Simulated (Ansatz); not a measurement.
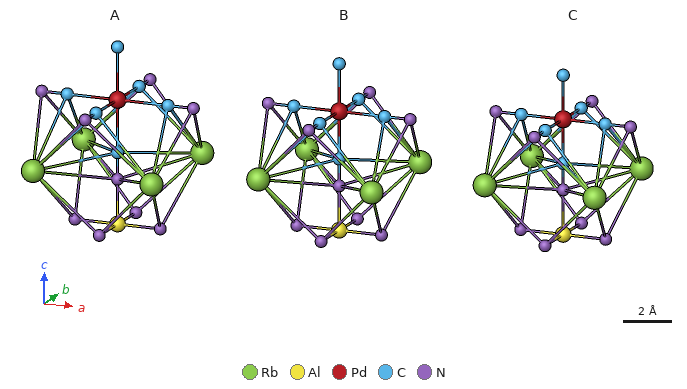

3 geometries from one relaxation of a crystal of Rb2AlPdC6N6 (a generated structure, set up in Fm-3m) (coarse preliminary run), in shuffled order. A ball-and-stick model of the atoms within 4.2 Å of the atom that moves most (axes of the conventional cell (4 times the calculation's cell)), seen slightly off an axis. Lengths and directions refer to the drawn axes.

All numbers below come from Ansatz 0.2.0, DFT PBE, scalar-relativistic, plane waves, PAW. (plane-wave cutoff 420 eV; k-point mesh 4 × 4 × 4; occupations gaussian; smearing width 0.1 eV; collinear spin; cell and atoms relaxed; force threshold 0.04 eV/Å; at most 70 steps)

### Put them in the order of the run, from the start to the converged end.

C, B, A. They are steps 0, 1, 8, at +264 meV per atom, +89.2 meV per atom relative to the last. The largest moves relative to the cell, 0.23 Å, are those of C atoms. Largest moves by element: C 0.23 Å, N 0.15 Å. Rb and Al and Pd stay in place. The volume changes by +25.6 %, with a = b = c 10.141 → 10.942 Å (+7.9 %). Some distances before and after: C–Pd 1.938 → 2.325 Å, N–Rb 3.631 → 3.943 Å, C–Rb 3.635 → 3.890 Å, Al–N 1.962 → 1.971 Å. The space group stays Fm-3m (No. 225). The energy falls by 264 meV per atom in 6 accepted moves (8 points after the start). The largest force component goes from 2.5 to 0.0067 eV/Å. Pressure: 13.31 GPa at the start and 0.03 GPa at the end. At 2 points the geometry stayed and the basis and grid were re-selected for the new cell (energy shift of 17.8 meV per atom at most each time).
